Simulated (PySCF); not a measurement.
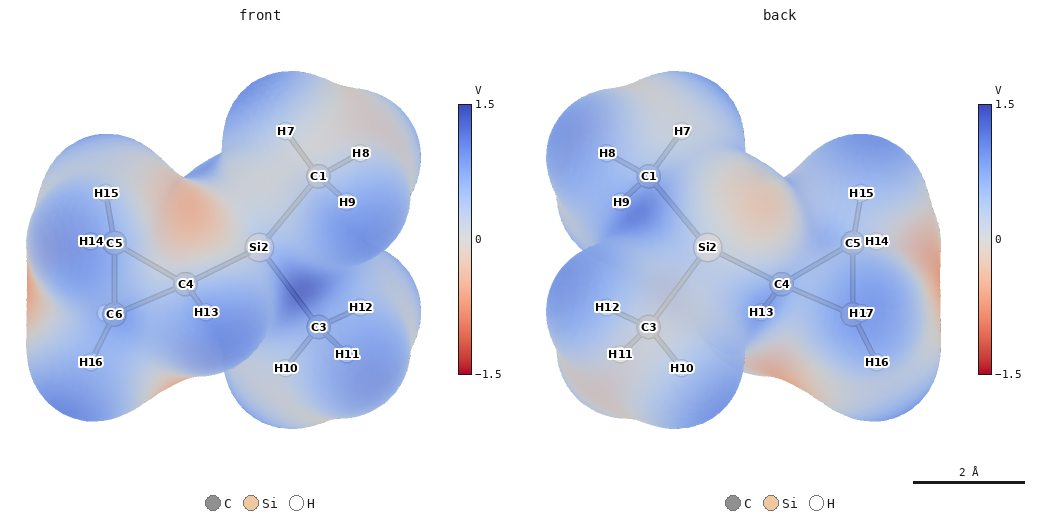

*C5H11Si (doublet). The electrostatic potential painted on the density surface at 0.004 e/bohr³, seen from the front and from behind; the colour scale runs from red (negative) to blue (positive).*

Geometry: GFN2-xTB.

Level of theory: PySCF 2.14.0, density-fitted response routines, UKS B3LYP, pcH-1 on C H Si, non-relativistic, mean-field spin-orbit, GIAO.

```xyz
17

C    -1.5381    1.3368    1.1114
Si   -0.8053   -0.2234    0.2931
C    -1.8230   -0.7329   -1.2384
C     0.9922    0.0968   -0.2057
C     2.1069   -0.0525    0.7908
C     1.9734   -1.0348   -0.3246
H    -0.9615    1.6446    1.9783
H    -2.5613    1.1703    1.4336
H    -1.5454    2.1684    0.4082
H    -1.4102   -1.6139   -1.7201
H    -1.8333    0.0704   -1.9738
H    -2.8534   -0.9493   -0.9735
H     1.1350    0.8969   -0.9286
H     2.9233    0.6542    0.7598
H     1.8594   -0.3817    1.7889
H     2.6984   -1.0059   -1.1250
H     1.6360   -2.0320   -0.0844
```

Q: Which sites attract a positive test charge, and which a negative one?

A: A positive charge is drawn to the negative regions and a negative charge to the positive ones. The most negative region (about −0.6 V, or −14 kcal/mol for a unit charge) lies over C5 and C6, the most positive (about +1.1 V, or +25 kcal/mol for a unit charge) over Si2.
